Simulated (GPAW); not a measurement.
# O K ELNES/XANES of KTaO3 (Pm-3m) from DFT, part 2 of 4

How does the O K edge of KTaO3 (Pm-3m) move when the bonds are compressed or stretched?

GPAW 26.7.0; X-ray absorption from dipole matrix elements to empty bands, plane-wave PAW revPBE.

So far. Step 2 (The field without a hole): The mesh shows a gap of 2.21 eV, so the hole is first treated in a charged cell, without the excited electron.

### Step 4. Spectrum with FCH, O atom 3

The holes are 5.6 Å apart. In GPAW the data set carries the hole's charge, so charge=0 means a charged cell and charge=-1 a neutral one. The excited electron is left out and a uniform background balances the charge. After the field has converged, empty bands are computed with the density fixed and the dipole matrix elements are summed.

The absorber has 2 Ta at 1.99 Å (linear, site symmetry 4/mmm).

xas.py reads:

```python
import numpy as np
from ase import Atoms
from ase.parallel import parprint, paropen
from gpaw import GPAW, PW, FermiDirac, Mixer, MixerDif, setup_paths
from gpaw.test import gen
setup_paths.insert(0, '.')
gen('O', name='fch1s', xcname='revPBE', corehole=(1, 0, 1), write_xml=True)
from gpaw.mpi import world
world.barrier()

atoms = Atoms('Ta2K2O6',
    cell=[[3.9883, 0, 3.9883],
     [0, 3.9883, 3.9883],
     [-3.9883, 0, 3.9883]],
    scaled_positions=[[0, 0, 0],
     [0.5, 0, 0.5],
     [0.25, 0.5, 0.75],
     [0.75, 0.5, 0.25],
     [0.25, 0, 0.25],
     [0.75, 0, 0.75],
     [0.75, 0.5, 0.75],
     [0.25, 0.5, 0.25],
     [0.25, 0, 0.75],
     [0.75, 0, 0.25]],
    pbc=True)
atoms.calc = calc = GPAW(legacy_gpaw=True, mode=PW(500, force_complex_dtype=True), xc='revPBE', setups={4: 'fch1s'},
    kpts={'size': (4, 4, 4), 'gamma': True}, occupations=FermiDirac(0.02),
    charge=0, mixer=Mixer(0.1, 5, 50), maxiter=150,
    convergence={'density': 0.0001, 'eigenstates': 1e-6}, txt='scf.txt')
energy = atoms.get_potential_energy() + calc.get_reference_energy()
ef = calc.get_fermi_level()
out = dict(energy=energy, fermi=ef, forces=atoms.get_forces().tolist())
parprint(f'all-electron energy {energy:.4f} eV, Fermi level {ef:.4f} eV')
ev = np.array([[calc.get_eigenvalues(k, s) for k in range(len(calc.get_ibz_k_points()))] for s in range(calc.get_number_of_spins())])
out['homo'], out['lumo'], out['counts'] = ev[ev < ef].max(), ev[ev > ef].min(), sorted(set((ev < ef).sum((0, 2)).tolist()))
out['filled'] = (ev[:, 0] < ef).sum(1).tolist()

from ase.units import Ha
from gpaw.xas import dipole_matrix_elements
nb = int(calc.get_number_of_electrons() / 2) + 89
top, nb = nb, nb + 8 + nb // 12
nscf = calc.fixed_density(kpts={'size': (6, 6, 6), 'gamma': True}, nbands=nb,
    convergence={'bands': top, 'eigenstates': 5e-3}, maxiter=60, txt='nscf.txt')
cell = atoms.cell.array
ops = [cell.T @ U.T @ np.linalg.inv(cell.T) for U in nscf.wfs.kd.symmetry.op_scc]
filled = [40]  # bands filled in the ground state, by spin
E = np.arange(-6, 34, 0.1)
fwhm = np.interp(E, [4, 25], [0.9, 3.5])
Y, X, zero, highest = 0, 0, 1e9, 1e9
for spin in range(nscf.get_number_of_spins()):
    wfs = nscf.wfs
    mine = wfs.bd.get_slice()  # this rank's bands
    A = dipole_matrix_elements(wfs.setups[4])
    eps = np.zeros((wfs.kd.nibzkpts, nb))
    d = np.zeros((3, A.shape[1], wfs.kd.nibzkpts, nb), complex)
    for kpt in wfs.kpt_u:
        if kpt.s == spin and 4 in kpt.P_ani:
            eps[kpt.k, mine] = kpt.eps_n * Ha
            d[:, :, kpt.k, mine] = (kpt.weight * wfs.nspins / 2) ** 0.5 * np.inner(A, kpt.P_ani[4])
    world.sum(eps)
    world.sum(d)
    T = np.einsum('amkn,bmkn->abkn', d, d.conj()).real
    T = sum(np.einsum('ai,ijkn,bj->abkn', R, T, R) for R in ops) / len(ops)
    empty = np.ones_like(eps, bool) & (np.arange(nb) >= filled[spin])
    zero, highest = min(zero, eps[empty].min()), min(highest, eps[:, top - 1].min())
    lines = [(eps, T, empty)] if spin == 0 else lines + [(eps, T, empty)]
for eps, T, empty in lines:
    f = np.einsum('aakn->akn', T).reshape(3, -1)
    x = eps.ravel() - zero
    w = np.interp(x, E, fwhm) / 2.35482
    g = np.exp(-0.5 * ((E[:, None] - x) / w) ** 2) / (w * (2 * np.pi) ** 0.5)
    Y = Y + (f * empty.ravel()) @ g.T
    X = X + (f * ~empty.ravel()) @ g.T
out.update(E=E.round(2).tolist(), xas=Y.tolist(), xes=X.tolist(), zero=zero, valid=highest - zero, nk=len(eps), nb=nb)
for i in range(0, len(E), 10):
    parprint(f'{E[i]:7.2f}', *(f'{v:10.3e}' for v in Y[:, i]))
import json
with paropen('out.json', 'w') as f:
    json.dump(out, f)
```

The run is started by

```
> OMP_NUM_THREADS=1 mpirun -n 4 gpaw python xas.py
```

Numbers of over 12 decimals in the logs are rounded to 6 here.

What it wrote:

```text
Input parameters:
  convergence: {density: 0.0001,
                eigenstates: 1e-06}
  kpts: {gamma: True,
         size: (4, 4, 4)}
  maxiter: 150
  mixer: {backend: pulay,
          beta: 0.1,
          method: separate,
          nmaxold: 5,
          weight: 50}
  mode: {ecut: 500.0,
         force_complex_dtype: True,
         name: pw}
  occupations: {fixmagmom: False,
                name: fermi-dirac,
                width: 0.02}
  setups: {4: fch1s}
  xc: revPBE

Initialize ...

[... PAW data sets ...]

Reference energy: -892834.038145  # eV

Spin-paired calculation

[... convergence settings ...]
Symmetries present (total): 8
  [... symmetry matrices ...]

64 k-points: 4 x 4 x 4 Monkhorst-Pack grid + [1/8,1/8,1/8]
13 k-points in the irreducible part of the Brillouin zone
       k-points in crystal coordinates                weights
   0:     0.00000000    0.00000000    0.00000000          1/64
   1:     0.25000000   -0.25000000    0.25000000          2/64
   2:     0.25000000    0.00000000   -0.25000000          4/64
   3:     0.25000000    0.25000000   -0.25000000          4/64
   4:     0.25000000    0.25000000    0.00000000          8/64
   5:     0.25000000    0.25000000    0.25000000          2/64
   6:     0.50000000    0.00000000    0.50000000          2/64
   7:     0.50000000    0.25000000   -0.25000000         16/64
   8:     0.50000000    0.25000000    0.00000000          8/64
   9:     0.50000000    0.25000000    0.50000000          4/64
          ...
  12:     0.50000000    0.50000000    0.50000000          1/64

Wave functions: Plane wave expansion
  Cutoff energy: 500.000 eV
  Number of coefficients (min, max): 3207, 3250
  Pulay-stress correction: 0.000000 eV/Ang^3 (de/decut=0.000000)
  Using FFTW library
  Wavefunction extrapolation:
    Improved wavefunction reuse through dual PAW basis

Occupation numbers: Fermi-Dirac:
  width: 0.0200  # eV

Eigensolver
   Davidson(niter=2)

Densities:
  Coarse grid: 30*30*30 grid
  Fine grid: 60*60*60 grid
  Total Charge: 1.000000

Density mixing:
  Method: separate
  Backend: pulay
  Linear mixing parameter: 0.1
  old densities: 5
  Width of damping distribution: 1.1
  Damping of long wavelength oscillations: 50

[... Hamiltonian set-up ...]
Number of atoms: 10
Number of atomic orbitals: 60
Number of bands in calculation: 52
Number of valence electrons: 80
Bands to converge: occupied

... initialized

Initializing position-dependent things.

Density initialized from atomic densities
Creating initial wave functions:
  52 bands from LCAO basis set

              O

         K         K

            O
              O
       O    Ta   O

            O

            Ta

Atomic positions and initial magnetic moments

Positions:
   0 Ta     0.000000    0.000000    0.000000    ( 0.0000,  0.0000,  0.0000)
   1 Ta     0.000000    0.000000    3.988300    ( 0.0000,  0.0000,  0.0000)
   2 K     -1.994150    1.994150    5.982450    ( 0.0000,  0.0000,  0.0000)
   3 K      1.994150    1.994150    5.982450    ( 0.0000,  0.0000,  0.0000)
   4 O      0.000000    0.000000    1.994150    ( 0.0000,  0.0000,  0.0000)
   5 O     -0.000000    0.000000    5.982450    ( 0.0000,  0.0000,  0.0000)
   6 O     -0.000000    1.994150    7.976600    ( 0.0000,  0.0000,  0.0000)
   7 O      0.000000    1.994150    3.988300    ( 0.0000,  0.0000,  0.0000)
   8 O     -1.994150    0.000000    3.988300    ( 0.0000,  0.0000,  0.0000)
   9 O      1.994150    0.000000    3.988300    ( 0.0000,  0.0000,  0.0000)

Unit cell:
           periodic     x           y           z      points  spacing
  1. axis:    yes    3.988300    0.000000    3.988300    30     0.1535
  2. axis:    yes    0.000000    3.988300    3.988300    30     0.1329
  3. axis:    yes   -3.988300    0.000000    3.988300    30     0.1535

  Lengths:   5.640308   5.640308   5.640308
  Angles:   60.000000  90.000000  60.000000

Effective grid spacing dv^(1/3) = 0.1675

iter:   1  -114.046195
iter:   2  -106.632312   -0.89  -0.94
iter:   3   -98.552755   -0.38  -1.05
iter:   4   -98.666344   -1.65  -1.39
iter:   5   -98.191244   -1.52  -1.41
iter:   6   -98.221964   -1.51  -1.67
iter:   7   -98.119946   -2.21  -1.87
iter:   8   -98.133203   -2.66  -2.39
iter:   9   -98.112114c  -3.11  -2.38
iter:  10   -98.111946c  -4.04  -2.87
iter:  11   -98.111964c  -4.41  -2.99
iter:  12   -98.111929c  -5.05  -3.34
iter:  13   -98.111865c  -5.79  -3.49
iter:  14   -98.111884c  -6.05c -3.60
iter:  15   -98.111904c  -6.12c -3.79
iter:  16   -98.111901c  -7.06c -4.23c

Converged after 16 iterations.

Dipole moment: (-0.000000, 0.000000, -0.553149) |e|*Ang

Energy contributions relative to reference atoms: (reference = -892834.038145)

Kinetic:        +39.791398
Potential:      -69.047712
External:        +0.000000
XC:             -67.931842
Entropy (-ST):   -0.000000
Local:           -0.923745
SIC:             +0.000000
--------------------------
Free energy:    -98.111901
Extrapolated:   -98.111901

Showing only first 2 kpts
 Kpt  Band  Eigenvalues  Occupancy
  0    38      5.35931    2.00000
  0    39      5.68577    2.00000
  0    40      7.56569    0.00000
  0    41      7.56647    0.00000

  1    38      4.63162    2.00000
  1    39      4.63166    2.00000
  1    40      8.75087    0.00000
[...]
Fermi level: 6.37750

Gap: 1.880 eV
Transition (v -> c):
  (s=0, k=0, n=39, [0.00, 0.00, 0.00]) -> (s=0, k=0, n=40, [0.00, 0.00, 0.00])
No difference between direct/indirect transitions

Forces in eV/Ang:
  0 Ta    0.00000    0.00000   -4.90166
  1 Ta    0.00000    0.00000    4.90166
  2 K     0.00000    0.00000    0.00000
  3 K     0.00000   -0.00000    0.00000
  4 O     0.00000    0.00000    0.00000
  5 O    -0.00000    0.00000    0.00000
  6 O     0.00000    0.00000    0.00000
  7 O     0.00000   -0.00000    0.00000
  8 O     0.00000    0.00000    0.00000
  9 O    -0.00000    0.00000    0.00000
Scalar-relativistic atomic revPBE calculation for O (Oxygen, Z=8)
Core hole in 1s state (1s occupation: 1.0)
300 radial gridpoints.
|------------------------------------------------|
|------------------------------------------------|
[... the atom generator's iteration count ...]

Energy contributions:
-------------------------
Kinetic:      +54.530280
XC:            -6.272594
Potential:   -102.916977
-------------------------
Total:        -54.659291

state      eigenvalue         ekin         rmax
-----------------------------------------------
1s^1.0 :   -21.906249    31.054629        0.126
2s^2.0 :    -1.610682     4.119458        0.796
2p^4.0 :    -1.060364     3.809184        0.687
-----------------------------------------------
(units: Bohr and Hartree)

Generating PAW setup
Kinetic energy of the core from tauc = 31.080249
Cutoffs:
rc(s)=1.300
rc(p)=1.130
rc(d)=1.170
rc(vbar)=1.300
rc(comp)=1.260
rc(nct)=1.300

Kinetic energy of the core states: 31.054629
Charge: 1.0
Core electrons: 1.0
Valence electrons: 6.0
Pseudo-core charge: 0.000186
Shape function alpha=6.299
Pseudo-electron charge 5.291977
state    eigenvalue         norm
--------------------------------
2s(2) :    -1.610682     1.066260
*s    :    -0.610682
2p(4) :    -1.060364     0.789818
*p    :    -0.060364
*d    :     0.000000
--------------------------------

Diagonalizing with gridspacing h=0.050

state   all-electron     PAW
-------------------------------
2s:      -1.610682    -1.612130
2p:      -1.060364    -1.066633
*d:                   -0.064109
*f:                   -0.013753
-------------------------------
all-electron energy -892932.1500 eV, Fermi level 6.3775 eV
[...]
31.00  6.898e-05  6.898e-05  5.886e-05
  32.00  6.686e-05  6.686e-05  7.829e-05
  33.00  6.129e-05  6.129e-05  9.789e-05
```

Wall time 64 s (4 MPI ranks of Arm Neoverse V2, shared host); peak memory 0.38 GiB.

The O K spectrum, O atom 3, full core hole (charged cell) (energy from the lowest empty level; intensity scaled to a mean of 1 over the first 20 eV):

| E (eV) | intensity |
| --- | --- |
| -2.0 | 0.00 |
| -0.5 | 0.00 |
| 1.0 | 0.48 |
| 2.5 | 1.30 |
| 4.0 | 0.37 |
| 5.5 | 0.82 |
| 7.0 | 1.73 |
| 8.5 | 2.56 |
| 10.0 | 0.97 |
| 11.5 | 1.07 |
| 13.0 | 1.38 |
| 14.5 | 0.91 |
| 16.0 | 0.39 |
| 17.5 | 0.36 |
| 19.0 | 0.69 |
| 20.5 | 1.10 |
| 22.0 | 1.03 |
| 23.5 | 0.56 |
| 25.0 | 0.32 |
| 26.5 | 0.37 |
| 28.0 | 0.64 |
| 29.5 | 0.95 |
| 31.0 | 1.17 |

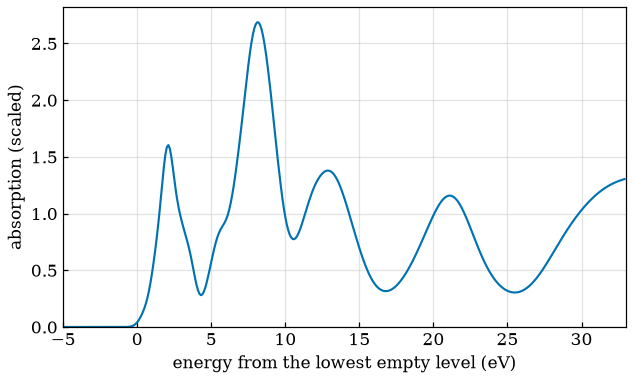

The O K edge, O atom 3, full core hole (charged cell): main maxima at 2.1, 8.1 and 12.9 eV.

Main maxima below 24 eV (height): 2.1 eV (1.60), 8.1 eV (2.69), 12.9 eV (1.38) and 21.1 eV (1.16). A K edge sees empty p states; the first features are O p mixed into the empty d states of the Ta neighbours, and the broad ones above probably into the cations' higher empty bands.

The hole costs E(hole) − E(ground) = 530.74 eV, and the lowest empty level of the hole cell on the spectrum's mesh lies at 7.57 eV, which puts the zero at 538.31 eV. One term is added: -8.91 eV, since the hole is spin-paired here and a spin-polarised one costs that much less in the free atom (computed apart). The photon energy is then 529.40 eV. The functional and the charged cell's background leave an error of a few eV in such absolute values.

### Step 5. Reference energy of the supercell

The cell changes for the next run, so it gets a reference energy of its own.

The cell differs from the one that the last finished run ended in (a 5.640 → 5.525 Å, b 5.640 → 5.525 Å, c 5.640 → 5.525 Å).

scf.py reads:

```python
import numpy as np
from ase import Atoms
from ase.parallel import parprint, paropen
from gpaw import GPAW, PW, FermiDirac, Mixer, MixerDif, setup_paths
from gpaw.test import gen
setup_paths.insert(0, '.')
gen('O', name='nch1s', xcname='revPBE', corehole=(1, 0, 0), write_xml=True)
from gpaw.mpi import world
world.barrier()

atoms = Atoms('Ta2K2O6',
    cell=[[3.90688328, 0, 3.90688328],
     [0, 3.90688328, 3.90688328],
     [-3.90688328, 0, 3.90688328]],
    scaled_positions=[[0, 0, 0],
     [0.5, 0, 0.5],
     [0.25, 0.5, 0.75],
     [0.75, 0.5, 0.25],
     [0.25, 0, 0.25],
     [0.75, 0, 0.75],
     [0.75, 0.5, 0.75],
     [0.25, 0.5, 0.25],
     [0.25, 0, 0.75],
     [0.75, 0, 0.25]],
    pbc=True)
atoms.calc = calc = GPAW(legacy_gpaw=True, mode=PW(500, force_complex_dtype=True), xc='revPBE', setups={4: 'nch1s'},
    kpts={'size': (4, 4, 4), 'gamma': True}, occupations=FermiDirac(0.02),
    charge=0, mixer=Mixer(0.1, 5, 50), maxiter=150,
    convergence={'density': 0.0001, 'eigenstates': 1e-6}, txt='scf.txt')
energy = atoms.get_potential_energy() + calc.get_reference_energy()
ef = calc.get_fermi_level()
out = dict(energy=energy, fermi=ef, forces=atoms.get_forces().tolist())
parprint(f'all-electron energy {energy:.4f} eV, Fermi level {ef:.4f} eV')
ev = np.array([[calc.get_eigenvalues(k, s) for k in range(len(calc.get_ibz_k_points()))] for s in range(calc.get_number_of_spins())])
out['homo'], out['lumo'], out['counts'] = ev[ev < ef].max(), ev[ev > ef].min(), sorted(set((ev < ef).sum((0, 2)).tolist()))
out['filled'] = (ev[:, 0] < ef).sum(1).tolist()
import json
with paropen('out.json', 'w') as f:
    json.dump(out, f)
```

The run is started by

```
> OMP_NUM_THREADS=1 mpirun -n 4 gpaw python scf.py
```

What it wrote:

```text
Input parameters:
  convergence: {density: 0.0001,
                eigenstates: 1e-06}
  kpts: {gamma: True,
         size: (4, 4, 4)}
  maxiter: 150
  mixer: {backend: pulay,
          beta: 0.1,
          method: separate,
          nmaxold: 5,
          weight: 50}
  mode: {ecut: 500.0,
         force_complex_dtype: True,
         name: pw}
  occupations: {fixmagmom: False,
                name: fermi-dirac,
[...]
2s(2) :    -0.881898     1.082464
*s    :     0.118102
2p(4) :    -0.329595     0.879738
*p    :     0.670405
*d    :     0.000000
--------------------------------

Diagonalizing with gridspacing h=0.050

state   all-electron     PAW
-------------------------------
2s:      -0.881898    -0.883008
2p:      -0.329595    -0.333354
*d:                    0.048653
*f:                    0.076486
-------------------------------
all-electron energy -893462.0247 eV, Fermi level 6.7870 eV
[key lines of the parts left out:]
Converged after 13 iterations.
Dipole moment: (-0.000000, -0.000000, -0.000000) |e|*Ang
Free energy:    -72.884709
Fermi level: 6.78696
```

Elapsed: 17 s, on 4 MPI ranks; peak memory 0.25 GiB; 69 s of CPU time.

Reference energy: -893462.025 eV with the cores included.

### Step 6. Spectrum with FCH, O atom 3

Shorter bonds are expected to push antibonding states and scattering resonances up, and longer ones down; the cell is scaled to test that.

Changed against the first core-hole run: volume scale from 1 to 0.94.

xas.py: that of step 4 with these lines changed.

```diff
@@ -11,5 +11,5 @@
 atoms = Atoms('Ta2K2O6',
-    cell=[[3.9883, 0, 3.9883],
-     [0, 3.9883, 3.9883],
-     [-3.9883, 0, 3.9883]],
+    cell=[[3.90688328, 0, 3.90688328],
+     [0, 3.90688328, 3.90688328],
+     [-3.90688328, 0, 3.90688328]],
     scaled_positions=[[0, 0, 0],
@@ -39,3 +39,3 @@
 from gpaw.xas import dipole_matrix_elements
-nb = int(calc.get_number_of_electrons() / 2) + 89
+nb = int(calc.get_number_of_electrons() / 2) + 84
 top, nb = nb, nb + 8 + nb // 12
```

The run is started by

```
> OMP_NUM_THREADS=1 mpirun -n 4 gpaw python xas.py
```

What it wrote:

```text
Input parameters:
  convergence: {density: 0.0001,
                eigenstates: 1e-06}
  kpts: {gamma: True,
         size: (4, 4, 4)}
  maxiter: 150
  mixer: {backend: pulay,
          beta: 0.1,
          method: separate,
          nmaxold: 5,
          weight: 50}
  mode: {ecut: 500.0,
         force_complex_dtype: True,
         name: pw}
  occupations: {fixmagmom: False,
                name: fermi-dirac,
[...]
*p    :    -0.060364
*d    :     0.000000
--------------------------------

Diagonalizing with gridspacing h=0.050

state   all-electron     PAW
-------------------------------
2s:      -1.610682    -1.612130
2p:      -1.060364    -1.066633
*d:                   -0.064109
*f:                   -0.013753
-------------------------------
all-electron energy -892931.9569 eV, Fermi level 7.1484 eV
[...]
32.00  6.736e-05  6.736e-05  5.095e-05
  33.00  6.585e-05  6.585e-05  6.913e-05
[key lines of the parts left out:]
Converged after 17 iterations.
Dipole moment: (-0.000000, -0.000000, -0.543605) |e|*Ang
Free energy:    -97.918791
Fermi level: 7.14844
```

It took 62 s on 4 MPI ranks; peak memory 0.37 GiB; 4.1 min of CPU time.

| E (eV) | first run | this run |
| --- | --- | --- |
| -2.0 | 0.00 | 0.00 |
| -1.0 | 0.00 | 0.00 |
| 0.0 | 0.04 | 0.03 |
| 1.0 | 0.48 | 0.36 |
| 2.0 | 1.59 | 1.40 |
| 3.0 | 0.93 | 1.08 |
| 4.0 | 0.37 | 0.59 |
| 5.0 | 0.57 | 0.24 |
| 6.0 | 0.95 | 0.79 |
| 7.0 | 1.73 | 1.61 |
| 8.0 | 2.67 | 2.41 |
| 9.0 | 2.08 | 2.22 |
| 10.0 | 0.97 | 1.45 |
| 11.0 | 0.86 | 0.92 |
| 12.0 | 1.25 | 1.08 |
| 13.0 | 1.38 | 1.32 |
| 14.0 | 1.13 | 1.29 |
| 15.0 | 0.70 | 0.97 |
| 16.0 | 0.39 | 0.57 |
| 17.0 | 0.32 | 0.35 |
| 18.0 | 0.45 | 0.36 |
| 19.0 | 0.69 | 0.54 |
| 20.0 | 0.99 | 0.79 |
| 21.0 | 1.16 | 1.05 |
| 22.0 | 1.03 | 1.12 |
| 23.0 | 0.71 | 0.92 |
| 24.0 | 0.44 | 0.61 |
| 25.0 | 0.32 | 0.40 |
| 26.0 | 0.32 | 0.30 |
| 27.0 | 0.44 | 0.32 |
| 28.0 | 0.64 | 0.44 |
| 29.0 | 0.85 | 0.62 |
| 30.0 | 1.03 | 0.82 |
| 31.0 | 1.17 | 0.97 |
| 32.0 | 1.26 | 1.09 |

The scaled spectrum changes by 17 % r.m.s. A shift of +0.4 eV leaves 11 %. The highest intensity below 16 eV goes from 8.1 eV (2.69) to 8.2 eV (2.42).

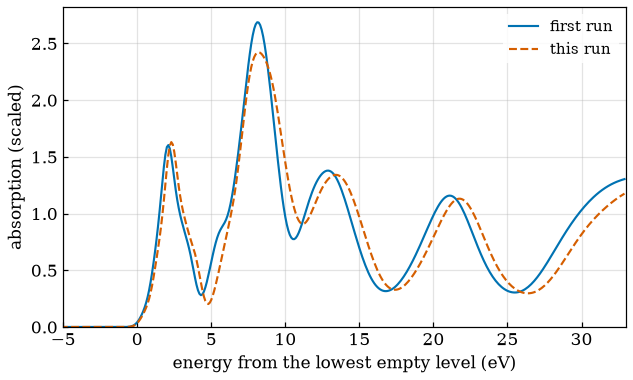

The effect of the change (volume scale from 1 to 0.94).

The photon energy of the zero moves by +0.13 eV.

### Step 7. Reference energy of the supercell

The cell changes for the next run, so it gets a reference energy of its own.

The cell differs from the one that the last finished run ended in (a 5.525 → 5.583 Å, b 5.525 → 5.583 Å, c 5.525 → 5.583 Å).

scf.py: that of step 5 with these lines changed.

```diff
@@ -11,5 +11,5 @@
 atoms = Atoms('Ta2K2O6',
-    cell=[[3.90688328, 0, 3.90688328],
-     [0, 3.90688328, 3.90688328],
-     [-3.90688328, 0, 3.90688328]],
+    cell=[[3.94801139, 0, 3.94801139],
+     [0, 3.94801139, 3.94801139],
+     [-3.94801139, 0, 3.94801139]],
     scaled_positions=[[0, 0, 0],
```

The run is started by

```
> OMP_NUM_THREADS=1 mpirun -n 4 gpaw python scf.py
```

What it wrote:

```text
Input parameters:
  convergence: {density: 0.0001,
                eigenstates: 1e-06}
  kpts: {gamma: True,
         size: (4, 4, 4)}
  maxiter: 150
  mixer: {backend: pulay,
          beta: 0.1,
          method: separate,
          nmaxold: 5,
          weight: 50}
  mode: {ecut: 500.0,
         force_complex_dtype: True,
         name: pw}
  occupations: {fixmagmom: False,
                name: fermi-dirac,
[...]
2s(2) :    -0.881898     1.082464
*s    :     0.118102
2p(4) :    -0.329595     0.879738
*p    :     0.670405
*d    :     0.000000
--------------------------------

Diagonalizing with gridspacing h=0.050

state   all-electron     PAW
-------------------------------
2s:      -0.881898    -0.883008
2p:      -0.329595    -0.333354
*d:                    0.048653
*f:                    0.076486
-------------------------------
all-electron energy -893462.5588 eV, Fermi level 6.4258 eV
[key lines of the parts left out:]
Converged after 14 iterations.
Dipole moment: (-0.000000, -0.000000, -0.000000) |e|*Ang
Free energy:    -73.418754
Fermi level: 6.42575
```

It took 18 s on 4 MPI ranks; peak memory 0.25 GiB.

Reference energy: -893462.559 eV with the cores included.

(Part 2 of 4 ends here.)

[Banner, clock and machine lines of the logs are left out without a mark of their own.]

[Logs are printed without paths, hosts, clocks, repeated set-up lines and the standing remarks that a program may print on its own settings, such as how far it seeks lower states.]

[Hosts, paths, dates, database ids (printed as entryN), source tags and the programs' standing remarks are cut or masked in the printed files.]

[Lists of maxima count a maximum above −3 eV only where it reaches 4 % of the highest in the window and stands out from its surroundings by 2 % of it (1.5 % where it reaches 55 %); shoulders and weaker maxima are passed over, and of the rest the first, up to two pre-edge ones and the few strongest are named.]
